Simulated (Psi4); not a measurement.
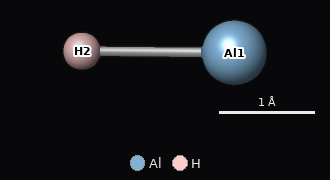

The structure as given in the input (ball-and-stick view, seen on its broad side; atoms are numbered from 1 in the order of the input). Sticks mark near contacts. Bond lengths as drawn: Al–H 1.61 Å.

## Excited-state calculation, with input and output: AlH

- system: AlH, SMILES [AlH]
- method: TDDFT (B97-D)/pcseg-2, RKS (Psi4 1.11)

The geometry comes from this level: GFN2-xTB.

### The input (job.py)
```python
import psi4

psi4.set_memory('1600 MB')
psi4.set_num_threads(1)
psi4.set_output_file('alh.out', False)

with open('alh.xyz') as f:
    atoms = ''.join(f.readlines()[2:])
molecule = psi4.geometry('0 1\n' + atoms + 'symmetry c1')

psi4.set_options({
    'basis': 'pcseg-2',
    'reference': 'rks',
    'scf_type': 'df',
    'tdscf_states': 8,
    'tdscf_tda': False,
    'puream': True,
    'e_convergence': 1e-07,
})

E, wfn = psi4.energy('td-b97-d', molecule=molecule, return_wfn=True)
print(f'td-b97-d energy: {E:.10f} Eh')
```

### File alh.xyz
```
2
AlH
Al     0.000000     0.000000     0.000000
H      0.000000     0.000000     1.613470
```

Run on 1 thread of Intel Xeon @ 2.50GHz (Skylake/Cascade Lake), 16 GiB of memory available, shared host.

Launched with:
```bash
python job.py
```

### Output
```
Psi4 1.11 release
```

### Standard output
```
Traceback (most recent call last):
  [frames left out]
KeyError: 'b97'
```

### What the run reported

| quantity | value |
| --- | --- |
| outcome | refused by the program |

Settings chosen away from the usual ones: puream set to true; e_convergence set to 1e-07. The program refused the input: “KeyError: 'b97'”
